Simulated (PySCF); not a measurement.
C6H16O2Si: geometry relaxation

The run: geometry relaxation of C6H16O2Si. Method and program: PBE0-D3(BJ)/def2-SVP geometry optimisation, gas phase (PySCF 2.14.0).

It belongs to a series of runs on one base structure; here: H on C replaced by OSiH3.

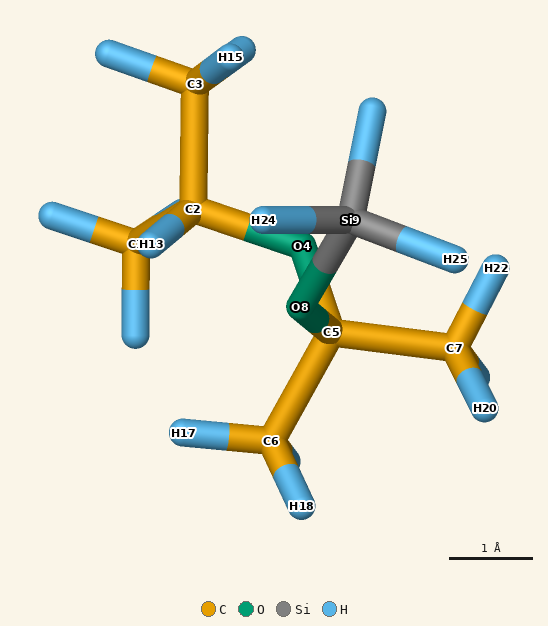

**Figure 1.** The starting structure (stick view, seen at a tilt; atoms are numbered from 1 in the order of the input).

The input
```
{"job": {"xc": "PBE0", "basis": "def2-SVP", "d3": "d3bj", "grid": 1, "shake": 0.01, "kind": "geom"}, "charge": 0, "multiplicity": 1}
C      2.615720    -0.044380    -0.473010
C      1.304090    -0.537390     0.170880
C      1.385040    -2.038280     0.417980
O      0.222800    -0.298950    -0.688330
C     -0.714450     0.705570    -0.336220
C     -0.078070     2.113370    -0.303800
C     -1.810610     0.656330    -1.378050
O     -1.200100     0.486620     0.953070
Si    -2.245350    -0.624820     1.550960
H      2.540750     1.048730    -0.646800
H      2.737770    -0.524920    -1.419880
H      3.449060    -0.222750     0.177910
H      1.112150    -0.010030     1.118410
H      1.490900    -2.555960    -0.513720
H      0.502590    -2.400650     0.924790
H      2.265680    -2.241610     1.059540
H      0.666020     2.184000     0.491400
H     -0.857460     2.852930    -0.106950
H      0.396410     2.305070    -1.255560
H     -2.646250     1.342590    -1.093090
H     -1.434660     0.941710    -2.355990
H     -2.196720    -0.376430    -1.444880
H     -1.930250    -1.981440     1.069720
H     -2.020100    -0.433600     2.950460
H     -3.602570    -0.333640     1.130510
```

The first line tells a small driver script what to run in PySCF; the rest is the geometry in Å.

Run as:
```bash
OMP_NUM_THREADS=1 python <driver script> task.json out
```

Log
```
step   0  E = -677.30321963  max force = 0.033075
step   1  E = -677.31197129  max force = 0.004890
step   2  E = -677.31240118  max force = 0.001975
step   3  E = -677.31256041  max force = 0.001234
step   4  E = -677.31265167  max force = 0.001113
step   5  E = -677.31270342  max force = 0.000939
step   6  E = -677.31272300  max force = 0.000394
step   7  E = -677.31272586  max force = 0.000285
optimisation converged
```

Trajectory as extended XYZ (Å, eV, eV/Å), 8 frames, from step=0 to step=7
```
25
Properties=species:S:1:pos:R:3:forces:R:3 step=0 energy=-18430.35936
C     2.6157   -0.0444   -0.4730   -1.7008   1.2418   0.6739
C     1.3041   -0.5374    0.1709    0.7301  -0.1803  -0.0917
C     1.3850   -2.0383    0.4180    0.6371   0.9746   1.0145
O     0.2228   -0.2989   -0.6883   -0.9699   0.3869  -0.4568
C    -0.7145    0.7056   -0.3362    0.8692   0.6418  -0.0894
C    -0.0781    2.1134   -0.3038   -0.3721  -0.8567   0.2403
C    -1.8106    0.6563   -1.3780   -0.7233  -0.1729   0.5121
O    -1.2001    0.4866    0.9531    0.5430   0.5968  -0.3235
Si   -2.2454   -0.6248    1.5510    0.1788  -0.3700  -0.6331
H     2.5408    1.0487   -0.6468    0.1455  -0.3042  -0.0147
H     2.7378   -0.5249   -1.4199    0.2907  -0.5505  -0.9614
H     3.4491   -0.2228    0.1779    0.8291  -0.2585   0.4789
H     1.1121   -0.0100    1.1184    0.1731  -0.0409   0.1536
H     1.4909   -2.5560   -0.5137    0.1282  -0.5346  -0.9013
H     0.5026   -2.4007    0.9248   -0.5698  -0.2415   0.2827
H     2.2657   -2.2416    1.0595   -0.2066  -0.1335  -0.1872
H     0.6660    2.1840    0.4914    0.1616  -0.0200   0.2025
H    -0.8575    2.8529   -0.1070   -0.1160   0.1758   0.0019
H     0.3964    2.3051   -1.2556    0.2598   0.2494  -0.5572
H    -2.6463    1.3426   -1.0931    0.4844  -0.3768  -0.1561
H    -1.4347    0.9417   -2.3560    0.1815   0.0855  -0.3730
H    -2.1967   -0.3764   -1.4449   -0.0150   0.1194  -0.0491
H    -1.9303   -1.9814    1.0697    0.0932  -0.4500   0.0323
H    -2.0201   -0.4336    2.9505   -0.1223  -0.1607   1.2895
H    -3.6026   -0.3336    1.1305   -0.9095   0.1789  -0.0876
25
Properties=species:S:1:pos:R:3:forces:R:3 step=1 energy=-18430.59751
C     2.5319   -0.1625   -0.4866    0.1797  -0.1416  -0.0946
C     1.2534   -0.6178    0.1957   -0.1284   0.0777  -0.0665
C     1.2688   -2.1078    0.4687   -0.0317  -0.1715  -0.1885
O     0.1234   -0.3526   -0.6355    0.2515  -0.1432   0.0809
C    -0.6647    0.7636   -0.3489   -0.1850  -0.1837  -0.0503
C     0.1010    2.0747   -0.3874    0.0120   0.1889  -0.0010
C    -1.7691    0.7312   -1.3944    0.1809   0.2476  -0.0924
O    -1.1948    0.6623    0.9580   -0.0205   0.0766   0.1161
Si   -2.2776   -0.4422    1.5887    0.0296   0.0511   0.0258
H     2.5321    0.9151   -0.6841   -0.0163   0.0874   0.0018
H     2.6498   -0.6802   -1.4573   -0.0109   0.0491   0.1756
H     3.4120   -0.3879    0.1422   -0.1025  -0.0093  -0.0963
H     1.1250   -0.0805    1.1522    0.0031   0.0072  -0.0030
H     1.3431   -2.6582   -0.4879   -0.0334   0.0599   0.1446
H     0.3512   -2.4358    0.9783    0.0092   0.0536  -0.0206
H     2.1298   -2.3884    1.0900    0.0619   0.0073   0.0454
H     0.8685    2.1009    0.3988   -0.0165  -0.0069  -0.0153
H    -0.5937    2.9069   -0.1996    0.0389  -0.0326  -0.0029
H     0.5784    2.2233   -1.3685   -0.0399  -0.0424   0.0686
H    -2.4352    1.5937   -1.2724   -0.1400  -0.0135   0.0793
H    -1.3268    0.7850   -2.3994    0.0057  -0.0660   0.0230
H    -2.3402   -0.2022   -1.3229   -0.0539  -0.0922   0.0210
H    -1.9627   -1.8399    1.1713   -0.0336  -0.0216  -0.0435
H    -2.1511   -0.3432    3.0749   -0.0020   0.0397  -0.1061
H    -3.6849   -0.1163    1.1942    0.0421  -0.0216  -0.0012
25
Properties=species:S:1:pos:R:3:forces:R:3 step=2 energy=-18430.60921
C     2.5579   -0.1934   -0.5465   -0.0050   0.0136  -0.0252
C     1.2893   -0.6011    0.1860   -0.1016   0.0221  -0.0191
C     1.2872   -2.0827    0.5093    0.0280  -0.0521   0.0104
O     0.1420   -0.3490   -0.6204    0.0536   0.0691   0.0090
C    -0.6629    0.7601   -0.3287   -0.0887  -0.0388  -0.0274
C     0.0869    2.0845   -0.3460    0.0323   0.0052  -0.0243
C    -1.7635    0.7299   -1.3776    0.0713   0.0705  -0.0610
O    -1.2062    0.6497    0.9715    0.0958   0.0002   0.0938
Si   -2.3196   -0.4491    1.5505   -0.0140  -0.0181   0.0026
H     2.5722    0.8796   -0.7798   -0.0197   0.0180   0.0090
H     2.6375   -0.7471   -1.4955   -0.0030   0.0051   0.0173
H     3.4480   -0.4190    0.0612   -0.0143  -0.0094  -0.0085
H     1.1959   -0.0316    1.1278    0.0123   0.0000   0.0027
H     1.3198   -2.6702   -0.4222   -0.0125   0.0156   0.0160
H     0.3772   -2.3657    1.0563   -0.0045   0.0107   0.0080
H     2.1623   -2.3549    1.1185   -0.0070   0.0028   0.0051
H     0.8475    2.1106    0.4459    0.0170  -0.0121  -0.0024
H    -0.6168    2.9066   -0.1560   -0.0012  -0.0160   0.0004
H     0.5690    2.2434   -1.3204    0.0080  -0.0022  -0.0025
H    -2.4578    1.5707   -1.2385   -0.0160  -0.0487   0.0440
H    -1.3219    0.7973   -2.3814   -0.0103  -0.0201   0.0010
H    -2.3160   -0.2192   -1.3147   -0.0040  -0.0177  -0.0152
H    -2.0382   -1.8419    1.0898   -0.0105   0.0000  -0.0181
H    -2.2121   -0.3865    3.0350   -0.0007   0.0114  -0.0111
H    -3.7100   -0.0795    1.1438   -0.0053  -0.0093  -0.0043
25
Properties=species:S:1:pos:R:3:forces:R:3 step=3 energy=-18430.61354
C     2.5525   -0.1914   -0.5680   -0.0240   0.0447   0.0212
C     1.2922   -0.5915    0.1818   -0.0068  -0.0312   0.0127
C     1.2913   -2.0676    0.5368    0.0350   0.0439   0.0565
O     0.1454   -0.3513   -0.6235   -0.0109   0.0373  -0.0299
C    -0.6593    0.7539   -0.3245   -0.0184   0.0234  -0.0111
C     0.0984    2.0753   -0.3362   -0.0141  -0.0275  -0.0116
C    -1.7633    0.7313   -1.3693   -0.0099  -0.0287   0.0078
O    -1.1922    0.6319    0.9797    0.0635   0.0309   0.0379
Si   -2.3274   -0.4596    1.5286   -0.0440  -0.0364  -0.0177
H     2.5578    0.8800   -0.8151   -0.0007  -0.0388   0.0103
H     2.6244   -0.7590   -1.5070   -0.0005  -0.0154  -0.0505
H     3.4474   -0.4073    0.0334    0.0379  -0.0028   0.0205
H     1.2060   -0.0053    1.1141    0.0050  -0.0127  -0.0029
H     1.3124   -2.6756   -0.3793   -0.0025  -0.0198  -0.0387
H     0.3842   -2.3311    1.0977   -0.0053  -0.0084   0.0145
H     2.1705   -2.3272    1.1468   -0.0241   0.0027  -0.0106
H     0.8650    2.0888    0.4503    0.0012   0.0026  -0.0052
H    -0.5991    2.8991   -0.1356   -0.0120   0.0125   0.0034
H     0.5755    2.2366   -1.3120    0.0079   0.0100  -0.0206
H    -2.4711    1.5568   -1.2075    0.0168  -0.0207   0.0055
H    -1.3311    0.8118   -2.3758   -0.0037   0.0190   0.0018
H    -2.3055   -0.2260   -1.3151    0.0209   0.0134  -0.0200
H    -2.0840   -1.8428    1.0179    0.0029   0.0074   0.0019
H    -2.2124   -0.4404    3.0115    0.0016  -0.0060   0.0277
H    -3.7101   -0.0479    1.1384   -0.0158   0.0005  -0.0027
25
Properties=species:S:1:pos:R:3:forces:R:3 step=4 energy=-18430.61602
C     2.5609   -0.2026   -0.5741   -0.0249   0.0062   0.0266
C     1.2977   -0.5854    0.1803    0.0226  -0.0373   0.0307
C     1.2832   -2.0574    0.5523    0.0025   0.0452   0.0281
O     0.1545   -0.3404   -0.6278    0.0138   0.0264  -0.0484
C    -0.6560    0.7583   -0.3224   -0.0029  -0.0034   0.0127
C     0.0901    2.0865   -0.3369   -0.0065  -0.0439  -0.0016
C    -1.7626    0.7290   -1.3632   -0.0422  -0.0572   0.0248
O    -1.1793    0.6245    0.9858    0.0241   0.0414   0.0017
Si   -2.3224   -0.4700    1.5164   -0.0401  -0.0174  -0.0163
H     2.5735    0.8669   -0.8261    0.0020  -0.0052  -0.0014
H     2.6251   -0.7757   -1.5108   -0.0018  -0.0054  -0.0338
H     3.4560   -0.4233    0.0262    0.0205   0.0018   0.0123
H     1.2185    0.0076    1.1085   -0.0014   0.0104  -0.0086
H     1.2941   -2.6765   -0.3570    0.0006  -0.0188  -0.0250
H     0.3746   -2.3037    1.1195    0.0038  -0.0118   0.0054
H     2.1600   -2.3189    1.1638   -0.0052  -0.0015  -0.0061
H     0.8637    2.1047    0.4426    0.0049   0.0028   0.0014
H    -0.6134    2.9034   -0.1286   -0.0041   0.0107   0.0028
H     0.5580    2.2543   -1.3166    0.0014   0.0031  -0.0086
H    -2.4860    1.5363   -1.1845    0.0065   0.0129  -0.0125
H    -1.3376    0.8293   -2.3707    0.0001   0.0327   0.0005
H    -2.2864   -0.2390   -1.3202    0.0212   0.0086  -0.0126
H    -2.0935   -1.8423    0.9711    0.0058   0.0034   0.0091
H    -2.2005   -0.4841    2.9993    0.0021  -0.0088   0.0170
H    -3.7045   -0.0403    1.1411   -0.0027   0.0052   0.0016
25
Properties=species:S:1:pos:R:3:forces:R:3 step=5 energy=-18430.61743
C     2.5683   -0.2059   -0.5824    0.0033  -0.0256   0.0072
C     1.3065   -0.5811    0.1774    0.0287  -0.0216   0.0306
C     1.2897   -2.0492    0.5638   -0.0284   0.0186  -0.0162
O     0.1645   -0.3362   -0.6330   -0.0106  -0.0014  -0.0143
C    -0.6544    0.7539   -0.3187    0.0088   0.0024   0.0193
C     0.0843    2.0851   -0.3329    0.0008   0.0015  -0.0044
C    -1.7637    0.7235   -1.3568   -0.0259  -0.0483   0.0214
O    -1.1716    0.6128    0.9924   -0.0031  -0.0082  -0.0321
Si   -2.3342   -0.4717    1.5070   -0.0098   0.0101   0.0020
H     2.5807    0.8621   -0.8386    0.0046   0.0140  -0.0065
H     2.6273   -0.7823   -1.5190   -0.0018   0.0088   0.0047
H     3.4666   -0.4252    0.0153   -0.0075   0.0033  -0.0049
H     1.2314    0.0197    1.1007   -0.0071   0.0129  -0.0066
H     1.2943   -2.6779   -0.3402    0.0030  -0.0005   0.0057
H     0.3840   -2.2889    1.1387    0.0014  -0.0035  -0.0014
H     2.1681   -2.3070    1.1737    0.0123  -0.0037  -0.0002
H     0.8641    2.1046    0.4405   -0.0011   0.0031   0.0013
H    -0.6218    2.8984   -0.1167    0.0071   0.0033   0.0008
H     0.5444    2.2586   -1.3158   -0.0036   0.0001   0.0066
H    -2.4995    1.5153   -1.1620    0.0009   0.0208  -0.0113
H    -1.3430    0.8510   -2.3629   -0.0006   0.0254  -0.0037
H    -2.2700   -0.2539   -1.3321    0.0107  -0.0053  -0.0026
H    -2.1331   -1.8357    0.9321    0.0084  -0.0057   0.0062
H    -2.2049   -0.5199    2.9897   -0.0006  -0.0053  -0.0042
H    -3.7105   -0.0088    1.1480    0.0099   0.0049   0.0023
25
Properties=species:S:1:pos:R:3:forces:R:3 step=6 energy=-18430.61796
C     2.5725   -0.2086   -0.5801    0.0053  -0.0129  -0.0063
C     1.3074   -0.5783    0.1766    0.0129  -0.0069   0.0178
C     1.2837   -2.0450    0.5659   -0.0091  -0.0049  -0.0082
O     0.1688   -0.3316   -0.6388   -0.0026   0.0037  -0.0151
C    -0.6538    0.7545   -0.3207   -0.0044  -0.0007   0.0203
C     0.0803    2.0883   -0.3336    0.0029   0.0066  -0.0072
C    -1.7659    0.7215   -1.3562   -0.0035  -0.0070   0.0057
O    -1.1672    0.6085    0.9911   -0.0193  -0.0164  -0.0148
Si   -2.3292   -0.4774    1.5052    0.0074   0.0151   0.0047
H     2.5893    0.8593   -0.8381   -0.0002   0.0066  -0.0009
H     2.6318   -0.7856   -1.5164   -0.0003   0.0069   0.0110
H     3.4688   -0.4296    0.0200   -0.0091   0.0006  -0.0053
H     1.2304    0.0262    1.0973   -0.0030   0.0039  -0.0047
H     1.2885   -2.6760   -0.3367    0.0016   0.0064   0.0092
H     0.3763   -2.2814    1.1396    0.0039   0.0019  -0.0031
H     2.1604   -2.3048    1.1778    0.0072  -0.0040  -0.0001
H     0.8627    2.1087    0.4373   -0.0019  -0.0014   0.0007
H    -0.6267    2.8997   -0.1133    0.0031  -0.0017   0.0001
H     0.5369    2.2656   -1.3174   -0.0003  -0.0014   0.0045
H    -2.5069    1.5073   -1.1551    0.0003   0.0040  -0.0023
H    -1.3481    0.8640   -2.3618   -0.0020   0.0088  -0.0034
H    -2.2624   -0.2607   -1.3396    0.0049  -0.0040   0.0015
H    -2.1277   -1.8403    0.9274    0.0017  -0.0030   0.0023
H    -2.1968   -0.5313    2.9876   -0.0007  -0.0011  -0.0065
H    -3.7053   -0.0118    1.1504    0.0051   0.0010   0.0001
25
Properties=species:S:1:pos:R:3:forces:R:3 step=7 energy=-18430.61804
C     2.5737   -0.2079   -0.5804    0.0032   0.0031  -0.0048
C     1.3086   -0.5771    0.1762    0.0016   0.0036   0.0013
C     1.2847   -2.0436    0.5656   -0.0001  -0.0059   0.0000
O     0.1707   -0.3300   -0.6409   -0.0003  -0.0024  -0.0008
C    -0.6543    0.7538   -0.3208   -0.0037   0.0031   0.0093
C     0.0781    2.0887   -0.3318    0.0019   0.0027  -0.0015
C    -1.7662    0.7204   -1.3564    0.0045   0.0084  -0.0050
O    -1.1682    0.6052    0.9902   -0.0075  -0.0147  -0.0081
Si   -2.3302   -0.4801    1.5049    0.0103   0.0107   0.0021
H     2.5909    0.8602   -0.8385   -0.0009  -0.0006   0.0020
H     2.6329   -0.7844   -1.5167   -0.0002   0.0006   0.0034
H     3.4697   -0.4291    0.0196   -0.0008  -0.0008  -0.0009
H     1.2309    0.0286    1.0959   -0.0013  -0.0005  -0.0001
H     1.2892   -2.6745   -0.3368   -0.0003   0.0024   0.0014
H     0.3776   -2.2802    1.1396    0.0005   0.0014  -0.0002
H     2.1619   -2.3042    1.1768   -0.0001   0.0008  -0.0017
H     0.8602    2.1087    0.4394   -0.0003  -0.0006   0.0013
H    -0.6292    2.8995   -0.1105   -0.0009  -0.0012   0.0002
H     0.5351    2.2679   -1.3150    0.0005  -0.0020   0.0013
H    -2.5102    1.5028   -1.1523   -0.0025  -0.0038   0.0031
H    -1.3495    0.8713   -2.3614   -0.0012  -0.0012   0.0005
H    -2.2574   -0.2645   -1.3445   -0.0002  -0.0013   0.0004
H    -2.1277   -1.8441    0.9301   -0.0008  -0.0008  -0.0003
H    -2.1986   -0.5325    2.9872   -0.0005   0.0005  -0.0015
H    -3.7053   -0.0136    1.1487   -0.0008  -0.0017  -0.0014
```

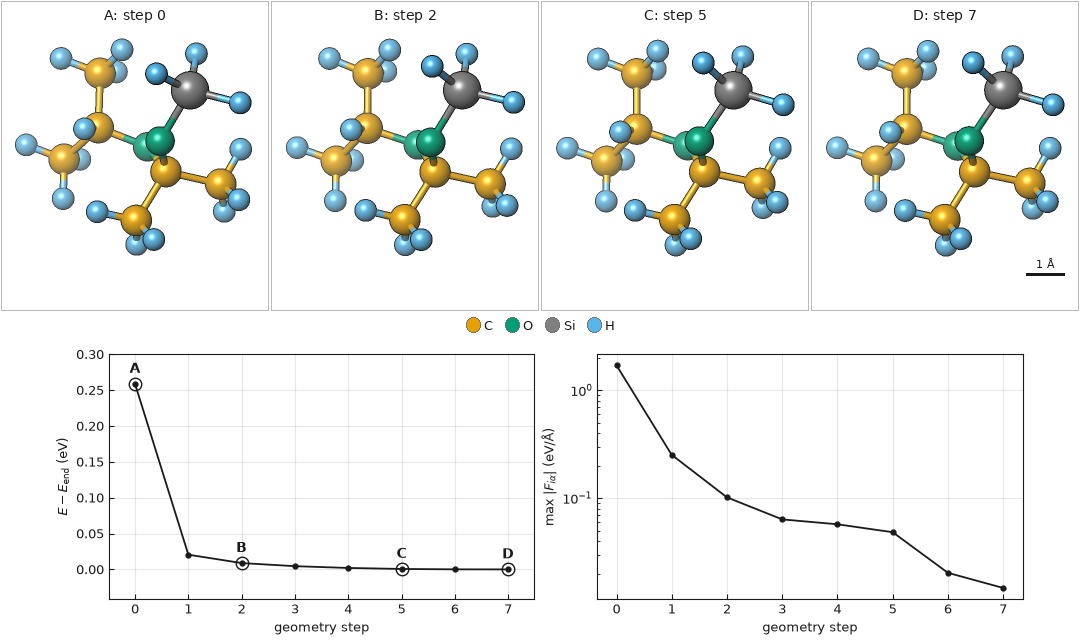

**Figure 2.** Frames of the relaxation (ball-and-stick view, seen at a tilt) above the curves, on which the letters mark them (steps are counted from 0).

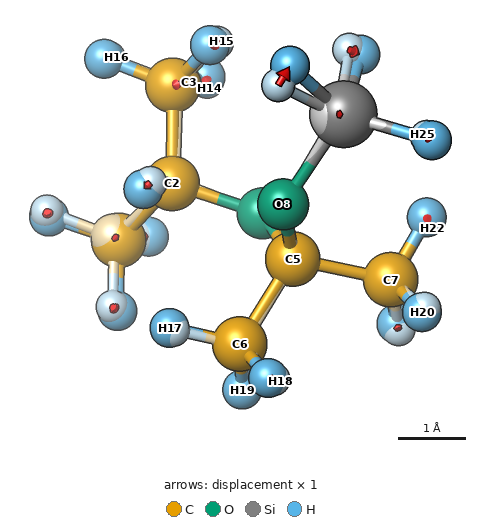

**Figure 3.** Start (faint) and end (solid) with the displacements as red arrows, at true length (ball-and-stick view, seen at a tilt). The two geometries are laid on each other by the best rigid fit. The largest move after the best rigid fit is that of H24, 0.35 Å. Largest moves by element: H 0.35 Å, C 0.13 Å, Si 0.10 Å, O 0.05 Å. Among the contacts that change: Si9–H24 1.430 → 1.489 Å, Si9–H25 1.450 → 1.495 Å, O8–Si9 1.639 → 1.671 Å, C1–H11 1.069 → 1.101 Å. Among the angles that change: O8–Si9–H24 99.5° → 105.6°, H24–Si9–H25 113.8° → 109.2°, C5–O8–Si9 131.7° → 127.3°. The energy falls by 0.259 eV in 7 geometry steps. Largest force component: 1.7 eV/Å at the start, 0.015 eV/Å at the end. (Atoms are counted from 1 in the order of the input.)

Summary

| quantity | value |
| --- | --- |
| outcome | converged |
| total energy | −677.312726 hartree |
| dipole moment | 0.63 D |
| point group | C1 |
| hardware | 1 CPU thread, shared host |
| wall time | 4.4 min |
| peak memory | 0.91 GiB |
